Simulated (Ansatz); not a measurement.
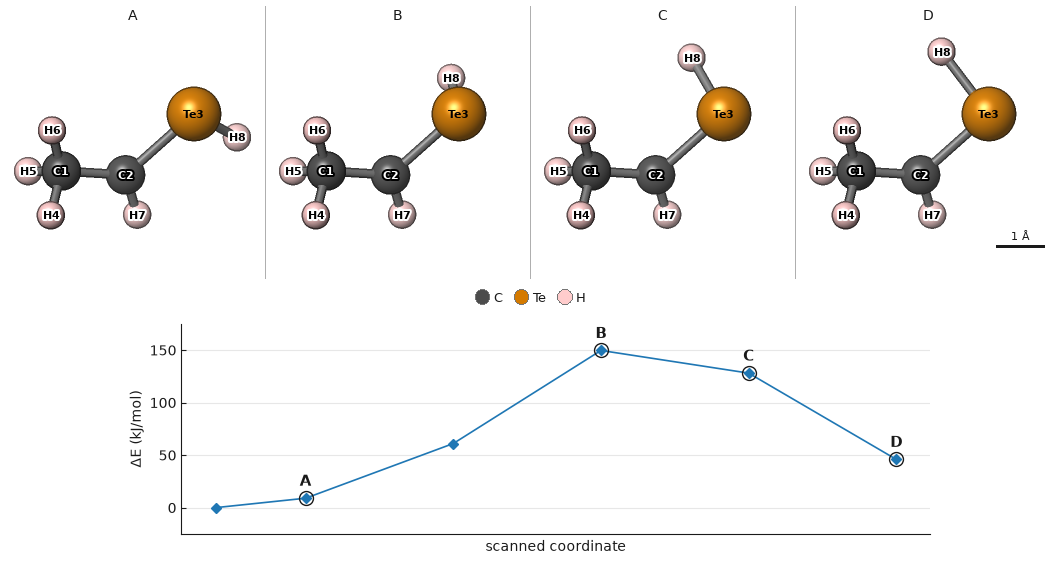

A scan of C$_{2}$H$_{5}$Te (charge +1) along one coordinate. The picture is a ball-and-stick view, seen at a tilt.

Level of theory: CCSD(T) (def2-TZVPP, Ansatz), on geometries moved rigidly from the minimum at PBE0-D4/def2-TZVP. Coupled cluster with a frozen core. Elements past krypton carry the basis set's effective core potentials. Energies are counted from the PBE0-D4/def2-TZVP minimum geometry at the same level.

### Which coordinate changes from frame to frame?

The C1–C2–Te3–H8 dihedral angle is varied, with the rest of the molecule carried along rigidly. In the frames the dihedral is −161.7° (A), −101.7° (B), −71.7° (C), −41.7° (D). The lowest computed point lies at the dihedral −180.0° (0.0 kJ/mol). A local maximum lies at −101.7° (149.7 kJ/mol). The highest point, at −101.7°, lies 149.7 kJ/mol above the lowest and gives an upper estimate of the barrier to rotation, since the rotor is rigid. At −180.0° to −41.7° the mean-field solution behind CCSD(T) isn't stable (a lower one of broken symmetry exists), so those energies are less reliable. The T1 diagnostic reaches 0.057, so the single-reference result is less sure there.
